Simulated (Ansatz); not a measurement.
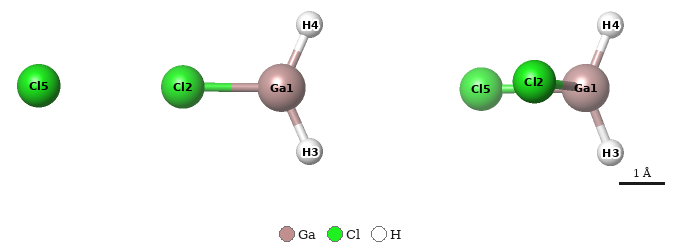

Two geometries of GaH2Cl2 (multiplicity 2), drawn at one scale. One is the start of a relaxation, the other its converged end. Style: ball-and-stick. Shown face on.

Theory: Ansatz, UKS PBE0/def2-SVP. Set-up: collinear spin; force threshold 0.03 eV/Å; at most 50 steps.

**Which geometry has the lower energy?**

The right one is the relaxed one. The run prepares an end point of a later path (reaction) calculation, from a guessed geometry. The atom that moves furthest after the best rigid fit is Cl5 (2.53 Å). By element the largest moves are Cl 2.53 Å, H 0.92 Å, Ga 0.81 Å. Among the contacts that change: Ga1–Cl5 5.452 → 2.348 Å, Cl2–Cl5 3.236 → 2.667 Å, Ga1–Cl2 2.216 → 2.348 Å. New bonds form, among them: Ga1–Cl5 (5.45 → 2.35 Å). Bond angles that change, for instance: Cl2–Ga1–H3 113.9° → 109.1°. After 29 geometry steps the energy has fallen by 0.966 eV. The largest force component goes from 0.74 to 0.021 eV/Å. The forces were under the threshold at step 5, but the run went on from there.

Limits of the set-up: the start holds two separate molecules, 3.2 Å apart at their closest, whose relative position is a soft coordinate and is computed without a dispersion correction.
